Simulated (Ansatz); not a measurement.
# Cl₃HSSi: single points with varied inputs, part 2 of 2

Ansatz 0.2.0, Gaussian basis; the settings change from run to run. The steps go on from the part before.

## (7) SVWN5/def2-SVP

in.yaml

```yaml
crystal:
  periodic: [false, false, false]
  atoms:
    - {symbol: S, position_ang: [-0.940080, 0.592992, 1.339950]}
    - {symbol: Si, position_ang: [0.330725, -0.258058, -0.106204]}
    - {symbol: Cl, position_ang: [1.642323, -1.420191, 0.913449]}
    - {symbol: Cl, position_ang: [-0.685377, -1.396016, -1.449744]}
    - {symbol: Cl, position_ang: [1.347285, 1.150594, -1.162045]}
    - {symbol: H, position_ang: [-1.652774, 1.266778, 0.418494]}
basis:
  gaussian: {orbitals: def2-SVP}
hamiltonian: {xc: {name: SVWN5}}
output: {forces: true}
```

Run with:

```console
ansatz run in.yaml --threads 4 --pin off --events-out ev --progress --plain --max-ram 10444MiB
```

What it wrote:

```text
Functional definition: SVWN5
  name "SVWN5"
  cite "Dirac, Proc. Camb. Phil. Soc. 26, 376 (1930) doi:10.1017/S0305004100016108"
  cite "Slater, Phys. Rev. 81, 385 (1951) doi:10.1103/PhysRev.81.385"
  cite "Vosko, Wilk & Nusair, Can. J. Phys. 58, 1200 (1980) doi:10.1139/p80-159"
  exchange = slater_x
  correlation = vwn5_c
1044 factors; their error is unknown
mean field evaluation 1: about -56094.3306 eV, gradient 1.8e1 eV
mean field evaluation 2: about -56094.1086 eV, gradient 2.0e1 eV
mean field evaluation 4: about -56095.1333 eV, gradient 8.1e-1 eV
mean field evaluation 8: about -56095.0519 eV, gradient 1.5e-2 eV
mean field -56095.05190052 eV, -2061.4551347524 hartree, gradient 1.1e-5 eV, S^2 0.000000; 0 other end points of the search recorded, 0 dependent functions left out
the calculation of the forces begins
reference -56095.05192563 eV, -2061.4551356752 hartree; 41, 41 occupied and 54, 54 virtual orbitals, 1044 factors
Total energy: -56095.05192563 eV, -2061.4551356752 hartree
Atom 0 at    -0.940080     0.592992     1.339950 Å, force     0.250306    -0.250752     0.448600 eV/Å
Atom 1 at     0.330725    -0.258058    -0.106204 Å, force    -0.080496     0.054992     0.081664 eV/Å
Atom 2 at     1.642323    -1.420191     0.913449 Å, force     0.107371    -0.097386     0.102802 eV/Å
Atom 3 at    -0.685377    -1.396016    -1.449744 Å, force    -0.103536    -0.119777    -0.141375 eV/Å
Atom 4 at     1.347285     1.150594    -1.162045 Å, force     0.107814     0.145050    -0.111538 eV/Å
Atom 5 at    -1.652774     1.266778     0.418494 Å, force    -0.281459     0.267873    -0.380153 eV/Å
Dipole moment:    -0.191281     0.157869    -0.044814 e Å
```

It took 0.6 s on 4 threads of Arm Neoverse V1, shared host.

Largest force 0.572 eV/Å, dipole 1.21 D.

## (8) PBE-QIDH/aug-cc-pVDZ

Set apart from the defaults: coordinates scaled by 1.12, density fitting with cc-pVTZ-jkfit, high accuracy.

in.yaml

```yaml
crystal:
  periodic: [false, false, false]
  atoms:
    - {symbol: S, position_ang: [-1.052890, 0.664151, 1.500744]}
    - {symbol: Si, position_ang: [0.370412, -0.289025, -0.118948]}
    - {symbol: Cl, position_ang: [1.839401, -1.590614, 1.023062]}
    - {symbol: Cl, position_ang: [-0.767622, -1.563538, -1.623713]}
    - {symbol: Cl, position_ang: [1.508959, 1.288665, -1.301491]}
    - {symbol: H, position_ang: [-1.851107, 1.418791, 0.468713]}
basis:
  gaussian: {orbitals: aug-cc-pVDZ, fitting: {mean_field: cc-pVTZ-jkfit}}
hamiltonian: {xc: {name: PBE-QIDH}}
accuracy: high
```

Launched as before.

What it wrote:

```text
Functional definition: PBE-QIDH
  name "PBE-QIDH"
  cite "Brémond, Sancho-García, Pérez-Jiménez & Adamo, J. Chem. Phys. 141, 031101 (2014) doi:10.1063/1.4890314"
  cite "Perdew, Burke & Ernzerhof, Phys. Rev. Lett. 77, 3865 (1996) doi:10.1103/PhysRevLett.77.3865"
  parameter a = 3^(-1/3)
  parameter c = 1/3
  exchange = (1 - a)*pbe_x + a*exact_x
  correlation = (1 - c)*pbe_c + c*(mp2_os + mp2_ss)
635 factors; integrals over basis functions are off by at most 3.0e-1 eV
mean field evaluation 1: about -56259.7691 eV, gradient 2.3e1 eV
mean field evaluation 2: about -56259.7692 eV, gradient 2.3e1 eV
mean field evaluation 4: about -56261.5839 eV, gradient 2.0e0 eV
mean field evaluation 8: about -56261.6050 eV, gradient 3.6e-2 eV
mean field evaluation 16: about -56261.6050 eV, gradient 3.5e-6 eV
mean field -56261.60496555 eV, -2067.5758469984 hartree, gradient 5.4e-8 eV, S^2 0.000000; 0 other end points of the search recorded, 0 dependent functions left out
25 core orbitals not correlated: weight in the atoms' cores, before any rotation towards them, 1.000 or more for the frozen orbitals, at most 0.000 for the correlated occupied ones
reference -56261.60496755 eV, -2067.5758470718 hartree; 16, 16 occupied and 103, 103 virtual orbitals, 635 factors
second order -21.35227357 eV of doubles, -0.00000000 eV of singles
Total energy: -56268.72239207 eV, -2067.8374075987 hartree
```

It took 6.5 s on 4 threads of Arm Neoverse V1, shared host; peak memory 0.3 GiB.

## (9) BLYP/6-31++G**

Set apart from the defaults: D3(BJ) with three-body dispersion, the search for lower states set to light.

in.yaml

```yaml
crystal:
  periodic: [false, false, false]
  atoms:
    - {symbol: S, position_ang: [-0.940080, 0.592992, 1.339950]}
    - {symbol: Si, position_ang: [0.330725, -0.258058, -0.106204]}
    - {symbol: Cl, position_ang: [1.642323, -1.420191, 0.913449]}
    - {symbol: Cl, position_ang: [-0.685377, -1.396016, -1.449744]}
    - {symbol: Cl, position_ang: [1.347285, 1.150594, -1.162045]}
    - {symbol: H, position_ang: [-1.652774, 1.266778, 0.418494]}
basis:
  gaussian: {orbitals: "6-31++G**"}
hamiltonian: {xc: {name: BLYP}, dispersion: d3bjatm}
scf: {lower_state_search: light}
output: {forces: true}
```

Same command.

What it wrote:

```text
Functional definition: BLYP
  name "BLYP"
  cite "Becke, Phys. Rev. A 38, 3098 (1988) doi:10.1103/PhysRevA.38.3098"
  cite "Lee, Yang & Parr, Phys. Rev. B 37, 785 (1988) doi:10.1103/PhysRevB.37.785"
  parameter beta = 0.0042
  parameter a = 0.04918
  parameter b = 0.132
  parameter c = 0.2533
  parameter d = 0.349
  exchange = b88_x(beta = beta)
  correlation = lyp_c(a = a, b = b, c = c, d = d)
1260 factors; their error is unknown
mean field evaluation 1: about -56297.5760 eV, gradient 2.3e1 eV
mean field evaluation 2: about -56297.3203 eV, gradient 2.6e1 eV
mean field evaluation 4: about -56299.1432 eV, gradient 1.2e0 eV
mean field evaluation 8: about -56299.1044 eV, gradient 2.0e-2 eV
mean field -56299.10438617 eV, -2068.9539252882 hartree, gradient 3.4e-5 eV, S^2 0.000000; 0 other end points of the search recorded, 0 dependent functions left out
the calculation of the forces begins
reference -56299.10479975 eV, -2068.9539404870 hartree; 41, 41 occupied and 80, 80 virtual orbitals, 1260 factors
Total energy: -56299.74468427 eV, -2068.9774558094 hartree
Atom 0 at    -0.940080     0.592992     1.339950 Å, force    -0.228262     0.103960     0.691454 eV/Å
Atom 1 at     0.330725    -0.258058    -0.106204 Å, force    -0.075981     0.044019     0.146750 eV/Å
Atom 2 at     1.642323    -1.420191     0.913449 Å, force     0.574379    -0.508686     0.443756 eV/Å
Atom 3 at    -0.685377    -1.396016    -1.449744 Å, force    -0.462183    -0.504289    -0.595556 eV/Å
Atom 4 at     1.347285     1.150594    -1.162045 Å, force     0.447866     0.635853    -0.466834 eV/Å
Atom 5 at    -1.652774     1.266778     0.418494 Å, force    -0.255819     0.229143    -0.219569 eV/Å
Dipole moment:    -0.202858     0.164201    -0.019115 e Å
```

Wall time 1.9 s (4 threads of Arm Neoverse V1, shared host).

Largest force 0.907 eV/Å, dipole 1.26 D.

## (10) r2SCAN50/def2-TZVP

Options: D3(BJ) with three-body dispersion.

Changes to in.yaml since step 9:

```diff
@@ -10,5 +10,3 @@
 basis:
-  gaussian: {orbitals: "6-31++G**"}
-hamiltonian: {xc: {name: BLYP}, dispersion: d3bjatm}
-scf: {lower_state_search: light}
-output: {forces: true}
+  gaussian: {orbitals: def2-TZVP}
+hamiltonian: {xc: {name: r2SCAN50}, dispersion: d3bjatm}
```

Same command.

What it wrote:

```text
Functional definition: r2SCAN50
  name "r2SCAN50"
  cite "Bursch, Neugebauer, Ehlert & Grimme, J. Chem. Phys. 156, 134105 (2022) doi:10.1063/5.0086040"
  cite "Furness, Kaplan, Ning, Perdew & Sun, J. Phys. Chem. Lett. 11, 8208 (2020) doi:10.1021/acs.jpclett.0c02405"
  cite "Furness, Kaplan, Ning, Perdew & Sun, J. Phys. Chem. Lett. 11, 9248 (2020) doi:10.1021/acs.jpclett.0c03077"
  parent r2scan
  parameter a = 0.5
  parameter k0 = 0.174
  parameter k1 = 0.065
  parameter a1 = 4.9479
  exchange = (1 - a)*r2scan_x(k0 = k0, k1 = k1, a1 = a1) + a*exact_x
  correlation = r2scan_c
1483 factors; their error is unknown
mean field evaluation 1: about -56298.5944 eV, gradient 1.7e1 eV
mean field evaluation 2: about -56298.9653 eV, gradient 1.3e1 eV
mean field evaluation 4: about -56299.3217 eV, gradient 7.4e-1 eV
mean field evaluation 8: about -56299.6665 eV, gradient 3.1e-1 eV
mean field -56299.66658260 eV, -2068.9745856259 hartree, gradient 7.3e-5 eV, S^2 0.000000; 0 other end points of the search recorded, 0 dependent functions left out
reference -56299.66658842 eV, -2068.9745858399 hartree; 41, 41 occupied and 150, 150 virtual orbitals, 1483 factors
Total energy: -56299.77528197 eV, -2068.9785802540 hartree
```

Run time: 4.9 s. Hardware: 4 threads of Arm Neoverse V1, shared host; peak memory 0.54 GiB.

## (11) The runs in one table

```
               level  charge  multiplicity               geometry  functions  energy (eV)    time
       B2PLYP/6-31G*       0             3                 shaken         97   -56273.525    13 s
         RPA/cc-pVDZ      -1             2                relaxed         95   -56228.293   5.5 s
       B3LYP5/STO-3G       0             1                relaxed         46   -55671.999  0.35 s
 LC-wPBE/aug-pcseg-2       0             1   shaken, point charge        273   -56288.735   6.5 s
       B2PLYP/6-31G*       0             1  relaxed, point charge         97   -56280.136   3.7 s
      SVWN5/def2-SVP       0             1                relaxed         95   -56095.052   0.6 s
PBE-QIDH/aug-cc-pVDZ       0             1                 scaled        144   -56268.722   6.5 s
      BLYP/6-31++G**       0             1                relaxed        121   -56299.745   1.9 s
  r2SCAN50/def2-TZVP       0             1                relaxed        191   -56299.775   4.9 s
```

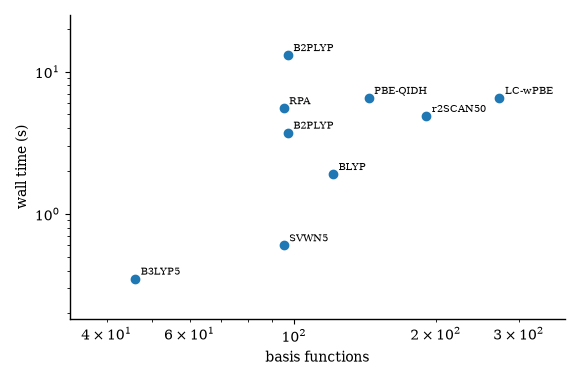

Wall time against the number of basis functions (shared host).

## (12) What came out

This closing draws on all 2 parts.

```
                                         quantity                  value
                                             runs                      9
                                         quickest  B3LYP5/STO-3G, 0.35 s
                                          slowest    B2PLYP/6-31G*, 13 s
spread of total energies, same state and geometry               627.8 eV
                  dipole, same state and geometry         1.21 to 2.52 D
```

Run time spans a factor of 37, from B3LYP5/STO-3G to B2PLYP/6-31G*. The jobs differ in tasks and options as well as level. The totals spread over 628 eV; they can't be compared across methods or bases. At the PBE0-D4/def2-TZVP geometry and in the same state, runs without warnings or point charges leave forces up to 2.00 eV/Å (B3LYP5/STO-3G). At that geometry and state the dipole changes by 108 % between the lowest and highest value.
